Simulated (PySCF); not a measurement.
**C3H10OSi (SMILES CO[SiH](C)C): levels of theory compared**

Aim: a comparison of 6 runs (HF/STO-3G, HF/3-21G, B2PLYP/3-21G, B3LYP/6-31G*, PBE0/def2-SVP, PBE0/aug-cc-pVDZ) of C3H10OSi. The job is set up through a Python script.

The results are computed with PySCF 2.14.0.

## Step 1: Starting point

The species is C3H10OSi (15 atoms), meant as a singlet with charge 0. As SMILES, `CO[SiH](C)C`. The shape is that of a PBE0-D4/def2-TZVP optimisation. This is one conformer, not always the lowest.

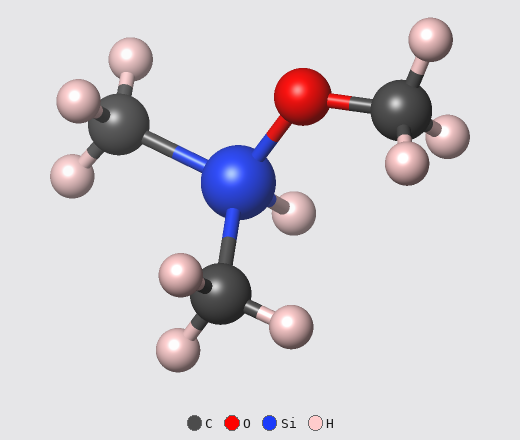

Viewed from a chosen angle; carbon dark grey, oxygen red, silicon blue, hydrogen pink.

## Step 2: Energy and forces at HF/STO-3G (run 1)

Contents of input.xyz:

```xyz
15

C     -1.013200     0.027800     2.072500
O      0.130800    -0.194600     1.288700
Si     0.071500    -0.411200    -0.346300
C      1.799900    -0.838100    -0.877200
C     -0.565900     1.116300    -1.209900
H     -1.785800    -0.729400     1.888300
H     -0.727900    -0.023700     3.125300
H     -1.447300     1.016900     1.883400
H     -0.866400    -1.539000    -0.641200
H      2.486800    -0.018500    -0.652000
H      1.839000    -1.028900    -1.952800
H      2.155500    -1.731600    -0.359700
H      0.081600     1.975900    -1.018100
H     -0.603700     0.955500    -2.291100
H     -1.576400     1.371700    -0.880700
```

Contents of input.py:

```python
import pyscf.grad
from pyscf import gto, scf

molecule = gto.M(
    atom='input.xyz',
    charge=0,
    max_memory=1860,
    basis='sto-3g',
    verbose=4,
    spin=0,
)

calc0 = scf.RHF(molecule)
calc0.conv_tol = 1e-10
calc0.kernel()
if not calc0.converged:
    calc0 = calc0.newton().run(calc0.mo_coeff, calc0.mo_occ)

e_tot = calc0.e_tot
print('E = %.10f Eh' % e_tot)
grad = calc0.Gradients().kernel()
calc0.analyze()
```

Command:

```console
$ OMP_NUM_THREADS=1 python input.py
```

Log:

```text
PySCF version 2.14.0

[... 85 lines left out ...]
Two-electron Coulomb Energy =          476.833309447328020
[... 9 lines left out ...]
MO #7   energy= -4.02185855411655  occ= 2
[... 7 lines left out ...]
MO #15  energy= -0.571932121058677 occ= 2
[... 7 lines left out ...]
MO #23  energy= -0.396216766667689 occ= 2
[... 7 lines left out ...]
MO #31  energy= 0.703645768834155  occ= 0
[... 7 lines left out ...]
MO #39  energy= 0.808468358966629  occ= 0
[... 57 lines left out ...]
Dipole moment(X, Y, Z, Debye): -0.66596,  0.09426, -0.70668
```

Run time: 8.7 s. Hardware: 1 thread of Intel Xeon at 2.50GHz (Skylake/Cascade Lake), shared host; peak memory 0.12 GiB.

## Step 3: Energy and forces at HF/3-21G (run 2)

Contents of job.py:

```python
# CO[SiH](C)C
import pyscf.grad
from pyscf import gto, scf

mol = gto.Mole()
mol.atom = '''
C     -1.914671     0.052534     3.916457
O      0.247176    -0.367741     2.435290
Si     0.135115    -0.777055    -0.654412
C      3.401318    -1.583779    -1.657668
C     -1.069396     2.109501    -2.286380
H     -3.374673    -1.378366     3.568370
H     -1.375532    -0.044787     5.905961
H     -2.735001     1.921662     3.559110
H     -1.637259    -2.908289    -1.211692
H      4.699371    -0.034960    -1.232101
H      3.475206    -1.944339    -3.690257
H      4.073305    -3.272250    -0.679734
H      0.154202     3.733910    -1.923930
H     -1.140828     1.805633    -4.329552
H     -2.978964     2.592137    -1.664282
'''
mol.charge = 0
mol.max_memory = 1860
mol.basis = '3-21g'
mol.verbose = 3
mol.spin = 0
mol.unit = 'bohr'
mol.build()

mf = scf.RHF(mol)
mf.conv_tol = 1e-10
mf.kernel()
if not mf.converged:
    mf = mf.newton().run(mf.mo_coeff, mf.mo_occ)

etot = mf.e_tot
print('E(%s) = %.9f' % ('HF', etot))
grad = mf.Gradients().kernel()
dip = mf.dip_moment()
pop, q = mf.mulliken_pop()
```

Command:

```console
$ OMP_NUM_THREADS=1 python job.py
```

Log:

```text
converged SCF energy = -480.676728402203
[... 9 lines left out ...]
Dipole moment(X, Y, Z, Debye): -1.12851,  0.52775, -0.49547
[... 85 lines left out ...]
charge of   14H =      0.21528
```

It took 9.6 s on 1 thread of Intel Xeon at 2.50GHz (Skylake/Cascade Lake), shared host; peak memory 0.14 GiB.

## Step 4: The energy at B2PLYP/3-21G (run 3)

Contents of start.xyz:

```xyz
15

C     -1.013200     0.027800     2.072500
O      0.130800    -0.194600     1.288700
Si     0.071500    -0.411200    -0.346300
C      1.799900    -0.838100    -0.877200
C     -0.565900     1.116300    -1.209900
H     -1.785800    -0.729400     1.888300
H     -0.727900    -0.023700     3.125300
H     -1.447300     1.016900     1.883400
H     -0.866400    -1.539000    -0.641200
H      2.486800    -0.018500    -0.652000
H      1.839000    -1.028900    -1.952800
H      2.155500    -1.731600    -0.359700
H      0.081600     1.975900    -1.018100
H     -0.603700     0.955500    -2.291100
H     -1.576400     1.371700    -0.880700
```

Contents of calc.py:

```python
from pyscf import gto, dft, mp

system = gto.M(
    atom='start.xyz',
    verbose=3,
    charge=0,
    basis='3-21g',
    max_memory=1860,
)

mf = dft.RKS(system, xc='0.53*HF + 0.47*B88, 0.73*LYP')
mf.grids.level = 5
mf.conv_tol = 1e-10
mf.kernel()
if not mf.converged:
    mf = mf.newton().run(mf.mo_coeff, mf.mo_occ)

pt = mp.MP2(mf, frozen=9).run()
e_final = mf.e_tot + 0.27 * pt.e_corr
print('PT2 part  %.8f' % (0.27 * pt.e_corr))
print('E = %.10f Eh' % e_final)
mf.analyze()
```

Command:

```console
$ OMP_NUM_THREADS=1 python calc.py
```

Log:

```text
converged SCF energy = -481.916837611975
[... 13 lines left out ...]
MO #9   energy= -3.86650411766362  occ= 2
[... 11 lines left out ...]
MO #21  energy= -0.449436465532019 occ= 2
[... 11 lines left out ...]
MO #33  energy= 0.252121733522046  occ= 0
[... 11 lines left out ...]
MO #45  energy= 0.788961193735711  occ= 0
[... 11 lines left out ...]
MO #57  energy= 1.17474794845365   occ= 0
[... 11 lines left out ...]
MO #69  energy= 3.16341155746102   occ= 0
[... 16 lines left out ...]
Dipole moment(X, Y, Z, Debye): -0.98683,  0.52431, -0.49589
```

Wall time 44 s (1 thread of Intel Xeon at 2.50GHz (Skylake/Cascade Lake), shared host); peak memory 0.37 GiB.

Runs 4 to 5 aren't shown in full; the table further down has their settings and results.

## Step 5: Energy and forces at PBE0/aug-cc-pVDZ (run 6)

Contents of run.py:

```python
# CO[SiH](C)C
import pyscf.grad
from pyscf import gto, dft

system = gto.M(
    atom=[
    ('C', (-1.013200, 0.027800, 2.072500)),
    ('O', (0.130800, -0.194600, 1.288700)),
    ('Si', (0.071500, -0.411200, -0.346300)),
    ('C', (1.799900, -0.838100, -0.877200)),
    ('C', (-0.565900, 1.116300, -1.209900)),
    ('H', (-1.785800, -0.729400, 1.888300)),
    ('H', (-0.727900, -0.023700, 3.125300)),
    ('H', (-1.447300, 1.016900, 1.883400)),
    ('H', (-0.866400, -1.539000, -0.641200)),
    ('H', (2.486800, -0.018500, -0.652000)),
    ('H', (1.839000, -1.028900, -1.952800)),
    ('H', (2.155500, -1.731600, -0.359700)),
    ('H', (0.081600, 1.975900, -1.018100)),
    ('H', (-0.603700, 0.955500, -2.291100)),
    ('H', (-1.576400, 1.371700, -0.880700)),
],
    basis='aug-cc-pvdz',
    verbose=4,
    max_memory=1860,
)

myscf = dft.RKS(system)
myscf.xc = 'pbe0'
myscf.conv_tol = 1e-10
myscf.grids.level = 5
myscf.kernel()
if not myscf.converged:
    myscf = myscf.newton().run(myscf.mo_coeff, myscf.mo_occ)

e_final = myscf.e_tot
print('Final energy', e_final)
grad = myscf.Gradients().kernel()
myscf.analyze()
```

Command:

```console
$ OMP_NUM_THREADS=1 python run.py
```

Log:

```text
PySCF version 2.14.0

[... 128 lines left out ...]
MO #24  energy= -0.307734563398412 occ= 2
[... 36 lines left out ...]
MO #61  energy= 0.218261279367328  occ= 0
[... 36 lines left out ...]
MO #98  energy= 0.535267791353474  occ= 0
[... 36 lines left out ...]
MO #135 energy= 1.01666142289412   occ= 0
[... 36 lines left out ...]
MO #172 energy= 1.93166149896938   occ= 0
[... 36 lines left out ...]
MO #209 energy= 3.68422764813927   occ= 0
[... 227 lines left out ...]
Dipole moment(X, Y, Z, Debye): -0.51318,  0.51177, -0.38100
```

It took 11 min on 1 thread of Intel Xeon at 2.50GHz (Skylake/Cascade Lake), shared host; peak memory 1.8 GiB.

## Step 6: All runs side by side

| run | level | task | frozen core orbitals | energy (Eh) | dipole moment (D) | HOMO energy (eV) | LUMO energy (eV) | wall time |
| --- | --- | --- | --- | --- | --- | --- | --- | --- |
| 1 | HF/STO-3G | gradient | – | -477.542474 | 0.98 | -8.47 | 13.22 | 8.7 s |
| 2 | HF/3-21G | gradient | – | -480.676728 | 1.34 | -11.10 | 5.87 | 9.6 s |
| 3 | B2PLYP/3-21G | energy | 9 | -482.065255 | 1.22 | -8.69 | 3.65 | 44 s |
| 4 | B3LYP/6-31G* (spherical functions) | gradient | – | -485.101949 | 0.90 | -7.25 | 1.76 | 1.9 min |
| 5 | PBE0/def2-SVP | gradient | – | -484.511756 | 0.89 | -7.65 | 1.75 | 2.3 min |
| 6 | PBE0/aug-cc-pVDZ | gradient | – | -484.762661 | 0.82 | -7.72 | -0.05 | 11 min |

## Step 7: Results

```
                       quantity          value
            run 6: total energy  -484.76266 Eh
           run 6: dipole moment         0.82 D
             run 6: HOMO energy       -7.72 eV
             run 6: LUMO energy       -0.05 eV
           run 6: HOMO–LUMO gap        7.66 eV
run 6: largest force on an atom     1.233 eV/Å
```

The dipole moment (its size) runs from 0.82 D (PBE0/aug-cc-pVDZ) to 1.34 D (HF/3-21G). The two ends differ in method and basis. The HOMO–LUMO gap runs from 7.66 eV (PBE0/aug-cc-pVDZ) to 21.69 eV (HF/STO-3G). Totals of different functionals can't be ranked against each other. In run 1 the basis is minimal, so the values are rough. All runs together took 16 min, the longest 11 min.
